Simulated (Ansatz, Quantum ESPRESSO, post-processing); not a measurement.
# Thickness dependence of 1T-SnSe2, part 3 of 8

Aim: screening, gap and ionisation potential of 1T-SnSe2 against the number of layers.

Quantum ESPRESSO 7.5; plane-wave DFT, PBE, GBRV ultrasoft pseudopotentials; geometry by Ansatz 0.2.0 with PAW datasets.

So far. Step 3 (Self-consistent run, 1 layer: no field): The run needed 12 iterations to bring the estimated error under 1e-09 Ry. Step 6 (Electrostatic potential, 1 layer): The slope in the vacuum is 0.100 eV/Å for an applied 0.10 V/Å, as it should be.

## (7) Band structure, 1 layer: no field

The density is frozen and the levels are solved along a path.

File n1.f0.bands.in:

```
&control
  prefix = 'n1.f0.bands'
  outdir = './out'
  pseudo_dir = './pseudo'
  calculation = 'bands'
  tefield = .true.
  dipfield = .true.
/
&system
  ibrav = 0
  nat = 3
  ntyp = 2
  ecutwfc = 40
  ecutrho = 200
  occupations = 'smearing'
  smearing = 'fd'
  degauss = 0.004
  edir = 3
  emaxpos = 0.97
  eopreg = 0.04
  eamp = 0.0
  nbnd = 17
/
&electrons
  conv_thr = 1e-07
  mixing_beta = 0.4
  electron_maxstep = 120
  mixing_mode = 'local-TF'
/
ATOMIC_SPECIES
  Se  78.9710  se_pbe_v1.uspp.F.UPF
  Sn  118.7100  sn_pbe_v1.4.uspp.F.UPF
CELL_PARAMETERS angstrom
  3.87639601199709 0.00000000000000 -0.00000000000000
  -1.93819800599855 3.35705742151817 -0.00000000000000
  -0.00000000000000 -0.00000000000000 19.11048904290000
ATOMIC_POSITIONS crystal
  Se  0.666666666667 0.333333333333 0.416687261436
  Sn  -0.000000000000 -0.000000000000 0.500000003879
  Se  0.333333333333 0.666666666667 0.583312734685
K_POINTS crystal_b
4
  0.0000000000 0.0000000000 0.0000000000 12
  0.5000000000 0.0000000000 0.0000000000 12
  0.3333333333 0.3333333333 0.0000000000 12
  0.0000000000 0.0000000000 0.0000000000 1
```

Command:

```
$ cp -r out/n1.f0.save out/n1.f0.bands.save
$ cp out/n1.f0.xml out/n1.f0.bands.xml
$ OMP_NUM_THREADS=1 mpirun -n 4 pw.x -nk 4 -in n1.f0.bands.in > n1.f0.bands.out
```

What it wrote:

```text
[banner, memory and clock lines left out]
Program PWSCF v.7.5 starts

          URL

     Presently no symmetry can be used with electric field

     Atomic positions and unit cell read from directory:
     ./out/n1.f0.bands.save/

     G-vector sticks info

     bravais-lattice index     =            0
     lattice parameter (alat)  =       7.3253  a.u.
     unit-cell volume          =    1678.2448 (a.u.)^3
     number of atoms/cell      =            3
     number of atomic types    =            2
     number of electrons       =        26.00
     number of Kohn-Sham states=           17
     kinetic-energy cutoff     =      40.0000  Ry
     charge density cutoff     =     200.0000  Ry
     Exchange-correlation=  SLA  PW   PBX  PBC
                           (   1   4   3   4   0   0   0)

     celldm(1)=   7.325327  celldm(2)=   0.000000  celldm(3)=   0.000000
     celldm(4)=   0.000000  celldm(5)=   0.000000  celldm(6)=   0.000000

     crystal axes: (cart. coord. in units of alat)
               a(1) = (   1.000000   0.000000  -0.000000 )
               a(2) = (  -0.500000   0.866025  -0.000000 )
               a(3) = (  -0.000000  -0.000000   4.929963 )

     reciprocal axes: (cart. coord. in units 2 pi/alat)
               b(1) = (  1.000000  0.577350  0.000000 )
               b(2) = (  0.000000  1.154701  0.000000 )
               b(3) = (  0.000000  0.000000  0.202841 )

     PseudoPot. # 1 for Se read from file:
     ./pseudo/se_pbe_v1.uspp.F.UPF
     Pseudo is Ultrasoft + core correction, Zval =  6.0
     Generated by new atomic code, or converted to UPF format
     Using radial grid of  877 points,  6 beta functions with:
                l(1) =   0
                l(2) =   0
                l(3) =   1
                l(4) =   1
                l(5) =   2
                l(6) =   2
     Q(r) pseudized with  8 coefficients,  rinner =    1.300   1.300   1.300
                                                       1.300   1.300

     PseudoPot. # 2 for Sn read from file:
     ./pseudo/sn_pbe_v1.4.uspp.F.UPF
     Pseudo is Ultrasoft + core correction, Zval = 14.0
     Generated by new atomic code, or converted to UPF format
     Using radial grid of  891 points,  6 beta functions with:
                l(1) =   0
                l(2) =   0
                l(3) =   1
                l(4) =   1
                l(5) =   2
                l(6) =   2
     Q(r) pseudized with  8 coefficients,  rinner =    1.350   1.350   1.350
                                                       1.350   1.350

     atomic species   valence    mass     pseudopotential
     Se                6.00    78.97100     Se( 1.00)
     Sn               14.00   118.71000     Sn( 1.00)

     No symmetry found

   Cartesian axes

     site n.     atom                  positions (alat units)
         1        Se     tau(   1) = (   0.5000000   0.2886751   2.0542528  )
         2        Sn     tau(   2) = (   0.0000000  -0.0000000   2.4649815  )
         3        Se     tau(   3) = (  -0.0000000   0.5773503   2.8757102  )

     number of k points=    37  Fermi-Dirac smearing, width (Ry)=  0.0040
                       cart. coord. in units 2pi/alat
        k(    1) = (   0.0000000   0.0000000   0.0000000), wk =   0.0540541
        k(    2) = (   0.0416667   0.0240563   0.0000000), wk =   0.0540541
        k(    3) = (   0.0833333   0.0481125   0.0000000), wk =   0.0540541
        k(    4) = (   0.1250000   0.0721688   0.0000000), wk =   0.0540541
        k(    5) = (   0.1666667   0.0962250   0.0000000), wk =   0.0540541
        k(    6) = (   0.2083333   0.1202813   0.0000000), wk =   0.0540541
        k(    7) = (   0.2500000   0.1443376   0.0000000), wk =   0.0540541
        k(    8) = (   0.2916667   0.1683938   0.0000000), wk =   0.0540541
        k(    9) = (   0.3333333   0.1924501   0.0000000), wk =   0.0540541
        k(   10) = (   0.3750000   0.2165064   0.0000000), wk =   0.0540541
        k(   11) = (   0.4166667   0.2405626   0.0000000), wk =   0.0540541
        k(   12) = (   0.4583333   0.2646189   0.0000000), wk =   0.0540541
        k(   13) = (   0.5000000   0.2886751   0.0000000), wk =   0.0540541
        k(   14) = (   0.4861111   0.3127314   0.0000000), wk =   0.0540541
        k(   15) = (   0.4722222   0.3367877   0.0000000), wk =   0.0540541
        k(   16) = (   0.4583333   0.3608439   0.0000000), wk =   0.0540541
        k(   17) = (   0.4444444   0.3849002   0.0000000), wk =   0.0540541
        k(   18) = (   0.4305556   0.4089564   0.0000000), wk =   0.0540541
        k(   19) = (   0.4166667   0.4330127   0.0000000), wk =   0.0540541
        k(   20) = (   0.4027778   0.4570690   0.0000000), wk =   0.0540541
        k(   21) = (   0.3888889   0.4811252   0.0000000), wk =   0.0540541
        k(   22) = (   0.3750000   0.5051815   0.0000000), wk =   0.0540541
        k(   23) = (   0.3611111   0.5292377   0.0000000), wk =   0.0540541
        k(   24) = (   0.3472222   0.5532940   0.0000000), wk =   0.0540541
        k(   25) = (   0.3333333   0.5773503   0.0000000), wk =   0.0540541
        k(   26) = (   0.3055556   0.5292377   0.0000000), wk =   0.0540541
        k(   27) = (   0.2777778   0.4811252   0.0000000), wk =   0.0540541
        k(   28) = (   0.2500000   0.4330127   0.0000000), wk =   0.0540541
        k(   29) = (   0.2222222   0.3849002   0.0000000), wk =   0.0540541
        k(   30) = (   0.1944444   0.3367877   0.0000000), wk =   0.0540541
        k(   31) = (   0.1666667   0.2886751   0.0000000), wk =   0.0540541
        k(   32) = (   0.1388889   0.2405626   0.0000000), wk =   0.0540541
        k(   33) = (   0.1111111   0.1924501   0.0000000), wk =   0.0540541
        k(   34) = (   0.0833333   0.1443376   0.0000000), wk =   0.0540541
        k(   35) = (   0.0555556   0.0962250   0.0000000), wk =   0.0540541
        k(   36) = (   0.0277778   0.0481125   0.0000000), wk =   0.0540541
        k(   37) = (   0.0000000   0.0000000   0.0000000), wk =   0.0540541

     Dense  grid:    80251 G-vectors     FFT dimensions: (  36,  36, 180)

     Smooth grid:    57391 G-vectors     FFT dimensions: (  30,  30, 150)

     The potential is recalculated from file :
     ./out/n1.f0.bands.save/charge-density

     negative rho (up, down):  3.562E-04 0.000E+00

     Adding external electric field

     Computed dipole along edir(3) :
        Dipole               -0.0000 Ry au,         -0.0001 Debye
        Dipole field         -0.0000 Ry au,

        Potential amp.        0.0000 Ry
        Total length         34.6690 bohr

     Starting wfcs are   17 randomized atomic wfcs

     Band Structure Calculation
     Davidson diagonalization with overlap

[...]
-3.1477  -2.8092  -2.6906  -2.3327  -2.2156  -0.5562   1.0085   2.3395
     2.4385

          k = 0.0833 0.0481 0.0000 (  7209 PWs)   bands (ev):

   -23.2666 -23.2621 -23.2332 -23.2265 -23.2249 -15.3974 -14.1505  -7.6952
    -3.2403  -3.1189  -2.8504  -2.5871  -2.1734  -0.2980   1.3077   2.2484
     2.5539

          k = 0.1250 0.0722 0.0000 (  7209 PWs)   bands (ev):

   -23.2694 -23.2594 -23.2315 -23.2280 -23.2247 -15.3200 -14.0996  -7.7293
    -3.7381  -3.1099  -3.0500  -2.9086  -2.1541  -0.0754   1.5450   2.3479
     2.7249

          k = 0.1667 0.0962 0.0000 (  7179 PWs)   bands (ev):

   -23.2733 -23.2562 -23.2317 -23.2273 -23.2242 -15.2139 -14.0329  -7.7919
    -4.2440  -3.3339  -3.2639  -2.9989  -2.1634  -0.0135   1.6475   2.7062
     2.9242

          k = 0.2083 0.1203 0.0000 (  7161 PWs)   bands (ev):

   -23.2781 -23.2528 -23.2339 -23.2242 -23.2232 -15.0816 -13.9551  -7.8948
    -4.7154  -3.6620  -3.4769  -2.9512  -2.1958  -0.1339   1.7645   3.0819
     3.1212

          k = 0.2500 0.1443 0.0000 (  7181 PWs)   bands (ev):

   -23.2835 -23.2499 -23.2363 -23.2216 -23.2206 -14.9268 -13.8727  -8.0459
    -5.1325  -3.9421  -3.6781  -2.8943  -2.2431  -0.3613   1.8872   3.2898
     3.3007

          k = 0.2917 0.1684 0.0000 (  7161 PWs)   bands (ev):

   -23.2891 -23.2476 -23.2386 -23.2192 -23.2168 -14.7548 -13.7936  -8.2417
    -5.4891  -4.1489  -3.8594  -2.8419  -2.2969  -0.6220   1.9683   3.3373
     3.4152

          k = 0.3333 0.1925 0.0000 (  7175 PWs)   bands (ev):

   -23.2945 -23.2462 -23.2407 -23.2163 -23.2133 -14.5730 -13.7268  -8.4638
    -5.7871  -4.2763  -4.0147  -2.8024  -2.3501  -0.8716   1.9975   3.2911
     3.4963

          k = 0.3750 0.2165 0.0000 (  7159 PWs)   bands (ev):

   -23.2992 -23.2454 -23.2424 -23.2133 -23.2103 -14.3919 -13.6816  -8.6826
    -6.0276  -4.3345  -4.1395  -2.7817  -2.3969  -1.0835   1.9897   3.2437
     3.5416

          k = 0.4167 0.2406 0.0000 (  7160 PWs)   bands (ev):

   -23.3028 -23.2450 -23.2437 -23.2108 -23.2079 -14.2264 -13.6642  -8.8666
    -6.2071  -4.3462  -4.2308  -2.7796  -2.4333  -1.2412   1.9655   3.2346
     3.5631

          k = 0.4583 0.2646 0.0000 (  7160 PWs)   bands (ev):

   -23.3051 -23.2448 -23.2445 -23.2092 -23.2065 -14.0997 -13.6715  -8.9890
    -6.3188  -4.3379  -4.2864  -2.7875  -2.4562  -1.3365   1.9431   3.2704
     3.5715

          k = 0.5000 0.2887 0.0000 (  7152 PWs)   bands (ev):

   -23.3059 -23.2448 -23.2447 -23.2086 -23.2059 -14.0486 -13.6809  -9.0318
    -6.3568  -4.3322  -4.3050  -2.7923  -2.4640  -1.3681   1.9342   3.3061
     3.5736

          k = 0.4861 0.3127 0.0000 (  7160 PWs)   bands (ev):

   -23.3056 -23.2451 -23.2446 -23.2088 -23.2060 -14.0453 -13.6797  -9.0325
    -6.3505  -4.3411  -4.3367  -2.7893  -2.4883  -1.3328   1.9754   3.3113
     3.5468

          k = 0.4722 0.3368 0.0000 (  7156 PWs)   bands (ev):

   -23.3046 -23.2459 -23.2440 -23.2092 -23.2061 -14.0354 -13.6761  -9.0345
    -6.3318  -4.4414  -4.3513  -2.7817  -2.5562  -1.2346   2.0940   3.3272
     3.4834

          k = 0.4583 0.3608 0.0000 (  7158 PWs)   bands (ev):

   -23.3031 -23.2474 -23.2432 -23.2101 -23.2062 -14.0192 -13.6704  -9.0383
    -6.3006  -4.5870  -4.3787  -2.7727  -2.6540  -1.0924   2.2751   3.3552
     3.3925

          k = 0.4444 0.3849 0.0000 (  7150 PWs)   bands (ev):

   -23.3011 -23.2493 -23.2420 -23.2111 -23.2064 -13.9971 -13.6634  -9.0442
    -6.2573  -4.7573  -4.4233  -2.7648  -2.7637  -0.9294   2.4972   3.2892
     3.3990

          k = 0.4306 0.4090 0.0000 (  7156 PWs)   bands (ev):

   -23.2986 -23.2518 -23.2405 -23.2125 -23.2067 -13.9695 -13.6558  -9.0526
    -6.2021  -4.9347  -4.4898  -2.8674  -2.7597  -0.7672   2.7315   3.1887
     3.4677

          k = 0.4167 0.4330 0.0000 (  7152 PWs)   bands (ev):

   -23.2957 -23.2546 -23.2387 -23.2140 -23.2070 -13.9374 -13.6489  -9.0640
    -6.1355  -5.1060  -4.5812  -2.9508  -2.7586  -0.6231   2.9397   3.1039
     3.5782

          k = 0.4028 0.4571 0.0000 (  7144 PWs)   bands (ev):

   -23.2926 -23.2578 -23.2366 -23.2157 -23.2074 -13.9014 -13.6438  -9.0782
    -6.0583  -5.2615  -4.6965  -3.0059  -2.7631  -0.5083   3.0437   3.0864
     3.7435

          k = 0.3889 0.4811 0.0000 (  7150 PWs)   bands (ev):

   -23.2892 -23.2612 -23.2344 -23.2176 -23.2077 -13.8627 -13.6423  -9.0947
    -5.9714  -5.3947  -4.8299  -3.0310  -2.7746  -0.4272   3.0124   3.1685
     3.9413

          k = 0.3750 0.5052 0.0000 (  7144 PWs)   bands (ev):

   -23.2857 -23.2648 -23.2320 -23.2195 -23.2081 -13.8225 -13.6459  -9.1120
    -5.8772  -5.5013  -4.9717  -3.0293  -2.7948  -0.3778   3.0099   3.2045
     4.1273

          k = 0.3611 0.5292 0.0000 (  7140 PWs)   bands (ev):

   -23.2822 -23.2684 -23.2296 -23.2215 -23.2084 -13.7819 -13.6566  -9.1282
    -5.7801  -5.5791  -5.1091  -3.0059  -2.8247  -0.3531   3.0327   3.2069
     4.2666

          k = 0.3472 0.5533 0.0000 (  7148 PWs)   bands (ev):

   -23.2788 -23.2720 -23.2273 -23.2234 -23.2087 -13.7425 -13.6760  -9.1403
    -5.6927  -5.6277  -5.2221  -2.9663  -2.8650  -0.3445   3.0753   3.1814
     4.3453

          k = 0.3333 0.5774 0.0000 (  7158 PWs)   bands (ev):

   -23.2754 -23.2754 -23.2253 -23.2253 -23.2087 -13.7056 -13.7055  -9.1450
    -5.6484  -5.6484  -5.2711  -2.9154  -2.9154  -0.3433   3.1314   3.1314
     4.3686

          k = 0.3056 0.5292 0.0000 (  7139 PWs)   bands (ev):

   -23.2814 -23.2691 -23.2288 -23.2225 -23.2083 -13.7995 -13.6451  -9.1199
    -5.7387  -5.6153  -5.1106  -3.0385  -2.7971  -0.3381   2.9795   3.2594
     4.3030

          k = 0.2778 0.4811 0.0000 (  7147 PWs)   bands (ev):

   -23.2858 -23.2636 -23.2318 -23.2218 -23.2072 -13.9409 -13.6109  -9.0333
    -5.8355  -5.5062  -4.8195  -3.1667  -2.6812  -0.3102   2.8077   3.3676
     4.1516

          k = 0.2500 0.4330 0.0000 (  7167 PWs)   bands (ev):

   -23.2883 -23.2591 -23.2339 -23.2224 -23.2066 -14.1228 -13.6099  -8.8805
    -5.8340  -5.3532  -4.4943  -3.2591  -2.5918  -0.2589   2.6700   3.4064
     3.9530

          k = 0.2222 0.3849 0.0000 (  7183 PWs)   bands (ev):

   -23.2886 -23.2558 -23.2352 -23.2237 -23.2074 -14.3313 -13.6435  -8.6728
    -5.7151  -5.1859  -4.1594  -3.2741  -2.5449  -0.1936   2.5909   3.3360
     3.7370

          k = 0.1944 0.3368 0.0000 (  7193 PWs)   bands (ev):

   -23.2869 -23.2537 -23.2355 -23.2250 -23.2099 -14.5503 -13.7075  -8.4345
    -5.4784  -5.0162  -3.8331  -3.1882  -2.5439  -0.1217   2.5518   3.1512
     3.5387

          k = 0.1667 0.2887 0.0000 (  7187 PWs)   bands (ev):

   -23.2836 -23.2530 -23.2349 -23.2261 -23.2139 -14.7649 -13.7933  -8.1979
    -5.1329  -4.8247  -3.5355  -3.0128  -2.5769  -0.0462   2.4900   2.8855
     3.3996

          k = 0.1389 0.2406 0.0000 (  7211 PWs)   bands (ev):

   -23.2793 -23.2538 -23.2335 -23.2270 -23.2185 -14.9628 -13.8896  -7.9952
    -4.6945  -4.5718  -3.2933  -2.7899  -2.6164   0.0273   2.3465   2.5873
     3.3167

          k = 0.1111 0.1925 0.0000 (  7183 PWs)   bands (ev):

   -23.2747 -23.2558 -23.2315 -23.2281 -23.2224 -15.1347 -13.9852  -7.8466
    -4.2280  -4.1854  -3.1434  -2.6184  -2.5689   0.0697   2.1211   2.3174
     3.1830

          k = 0.0833 0.1443 0.0000 (  7199 PWs)   bands (ev):

   -23.2705 -23.2586 -23.2303 -23.2292 -23.2243 -15.2742 -14.0703  -7.7535
    -3.7946  -3.6391  -3.1012  -2.5550  -2.3888   0.0082   1.8183   2.1636
     2.9140

          k = 0.0556 0.0962 0.0000 (  7203 PWs)   bands (ev):

   -23.2672 -23.2615 -23.2326 -23.2270 -23.2248 -15.3767 -14.1366  -7.7033
    -3.3081  -3.1432  -3.0895  -2.4562  -2.2712  -0.2158   1.4317   2.1881
     2.6297

          k = 0.0278 0.0481 0.0000 (  7227 PWs)   bands (ev):

   -23.2651 -23.2636 -23.2342 -23.2255 -23.2249 -15.4392 -14.1787  -7.6807
    -3.1454  -2.8513  -2.7351  -2.3325  -2.2281  -0.5205   1.0489   2.3209
     2.4537

          k = 0.0000 0.0000 0.0000 (  7255 PWs)   bands (ev):

   -23.2644 -23.2644 -23.2348 -23.2249 -23.2249 -15.4602 -14.1932  -7.6744
    -3.1549  -2.6216  -2.6216  -2.2436  -2.2436  -0.6773   0.8778   2.3977
     2.3977

     XML data file, pseudopotentials, collected wavefunctions

                                        0.00s GPU  (     554 calls)
```

It took 33 s on 4 MPI ranks of Arm Neoverse V1, shared host; peak memory 0.33 GiB; 2.2 min of CPU time.

Numbers from this step:

- dipole along the normal: -2.08e-5 e·Å
- valence top, on the run's zero: -2.154 eV
- conduction bottom, on the run's zero: -1.368 eV
- gap by band count: 0.7860 eV

Band numbers count within the set of bands kept for display. Electronic bands along the path, in eV, zero at the highest filled level of the SCF mesh; v1 is the highest filled band, c1 the lowest empty one:

```tsv
point	v4	v3	v2	v1	c1	c2	c3	c4
Γ	-0.46	-0.46	-0.08	-0.08	1.49	3.04	4.56	4.56
M	-2.17	-2.14	-0.63	-0.30	0.80	4.10	5.47	5.74
K	-3.49	-3.11	-0.75	-0.75	1.82	5.29	5.29	6.53
Γ	-0.46	-0.46	-0.08	-0.08	1.49	3.04	4.56	4.56
```

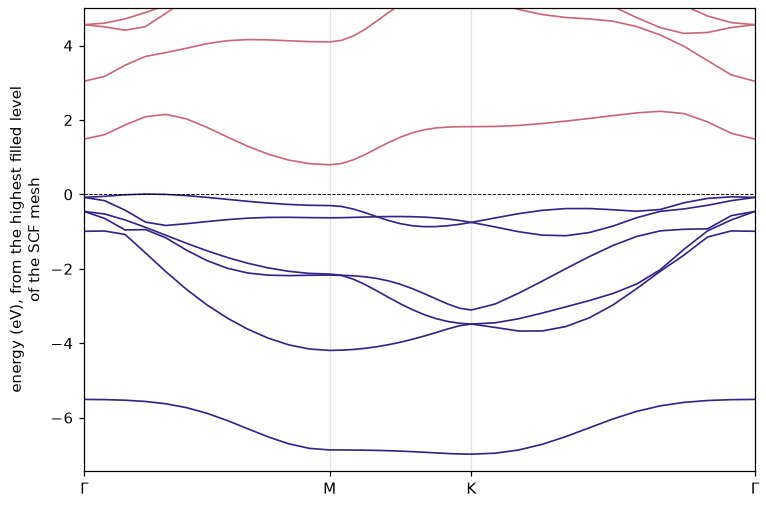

Electronic bands along the path; lines of filled and empty bands in two colours.

Along this path the valence top lies between Γ and M and the conduction bottom at M.

## (8) Polarisability from the dipole between 0 and 0.1 V/A, 1 layer

This step gave:

| Property | Result |
| --- | --- |
| change of slope in the vacuum | 0.09999 eV/Å |
| polarisability a cell | 5.471 Å³ |
| sheet polarisability 4πα/A | 5.284 Å |

Table of change of the potential energy, second field less first by z:

```tsv
z (Å)	change of the potential energy, second field less first (eV)
0	-0.345
2	-0.491
4	-0.291
6	-0.0965
8	-0.00666
10	0.00431
12	0.0226
14	0.182
16	0.381
18	0.581
```

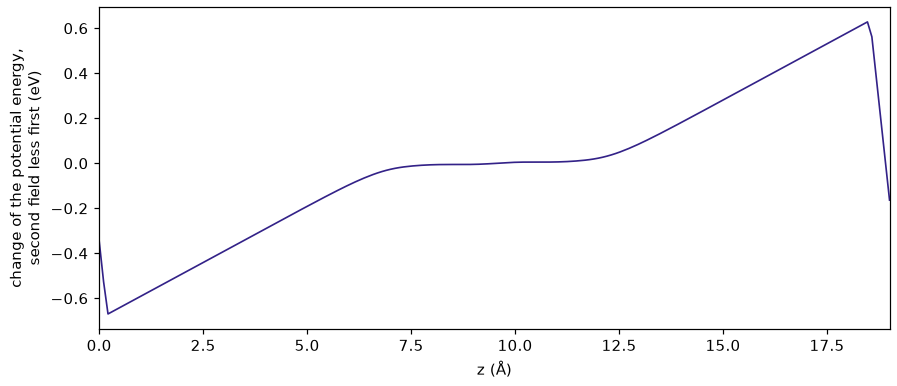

Change of the potential energy, second field less first against z.

(Part 3 of 8 ends here.)

[Logs are printed without paths, hosts, clocks, repeated set-up lines and the standing remarks that a program may print on its own settings, such as how far it seeks lower states.]

[Hosts, paths, dates, database ids (printed as entryN), source tags and the programs' standing remarks are cut or masked in the printed files.]

[Maps of the electrostatic potential energy from Ansatz leave out the sawtooth potential of an applied field or a dipole correction, so their vacuum need not be flat; planar profiles and work functions include it.]
